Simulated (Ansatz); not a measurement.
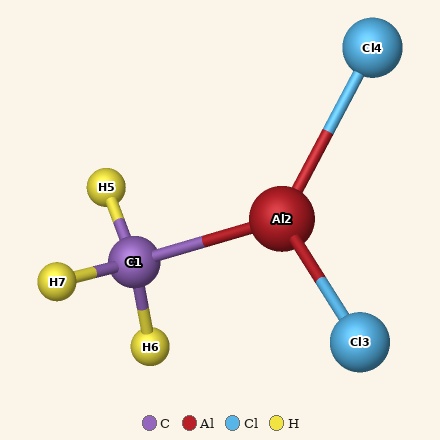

The system is CH₃AlCl₂, SMILES [CH3][Al]([Cl])[Cl]; the picture shows the reference structure. 
- The first coordinate is: bond length C1–H5; the second: angle H5–C1–Al2.
- Nothing is relaxed (all other coordinates rigid).
- The grid has 7 × 7 points.
- Energies: kcal/mol, counted from the relaxed molecule at the same level.
- The reference is spin-restricted, which grows unreliable where a bond is stretched far.
- These are results of RKS PBE0-D4/def2-TZVP (Ansatz), not measurements.

Its coordinates:

```xyz
7

C    -0.1741    0.9336   -0.1660
Al    0.1738   -0.9383    0.1400
Cl    1.7888   -1.5627    1.3110
Cl   -1.0271   -2.4448   -0.6704
H    -1.0528    1.0844   -0.7954
H    -0.3327    1.4525    0.7836
H     0.6853    1.4074   -0.6485
```

Range: bond length C1–H5 from 0.895 to 1.637 Å; angle H5–C1–Al2 from 86.8 to 136.8°.

### What landscape does the calculation give?

The lowest grid point is at bond length C1–H5 = 1.142 Å, angle H5–C1–Al2 = 111.8°, 0.9 kcal/mol from the relaxed molecule at the same level. The bottom of the well lies between grid points, at about bond length C1–H5 = 1.090 Å, angle H5–C1–Al2 = 112°, about 0.9 kcal/mol lower on the interpolated surface. It is the only kind of minimum in the scanned range. The highest grid point, bond length C1–H5 = 1.637 Å, angle H5–C1–Al2 = 86.8°, lies 54.0 kcal/mol above the lowest. Round the minimum the two coordinates are nearly uncoupled.

```tsv
angle H5–C1–Al2 ↓, bond length C1–H5 →	0.895	1.019	1.142	1.266	1.390	1.513	1.637
136.8	32.0	11.5	9.5	16.5	27.7	40.5	53.7
128.4	26.7	6.4	4.7	12.1	23.6	36.7	50.3
120.1	23.4	3.4	1.8	9.4	21.2	34.5	48.3
111.8	22.3	2.3	0.9	8.6	20.5	33.9	47.8
103.4	23.2	3.3	1.9	9.6	21.5	34.9	48.8
95.1	26.2	6.2	4.8	12.4	24.2	37.4	51.1
86.8	31.2	11.2	9.5	17.0	28.5	41.5	54.9
```

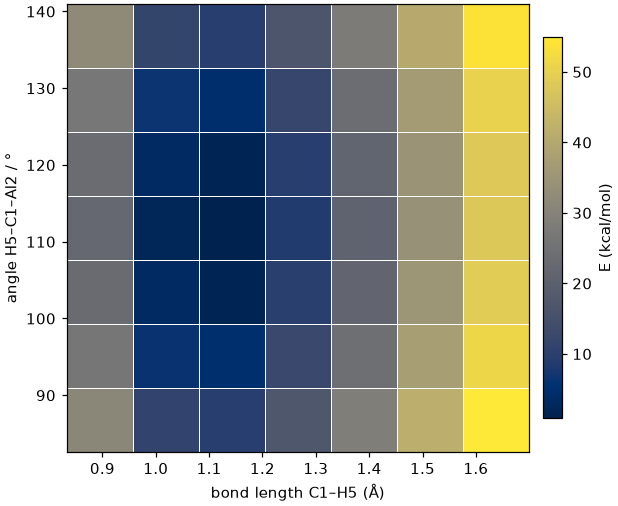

The picture shows one coloured cell a grid point.

Each point was launched as `ansatz run input.yaml --threads 1 --pin off --max-ram 2560MiB --backend cpu --events-out ev --progress --plain --runs-dir out`. The whole map (49 points run) took 6.1 min on 1 thread of Arm Neoverse V2, on a shared host.
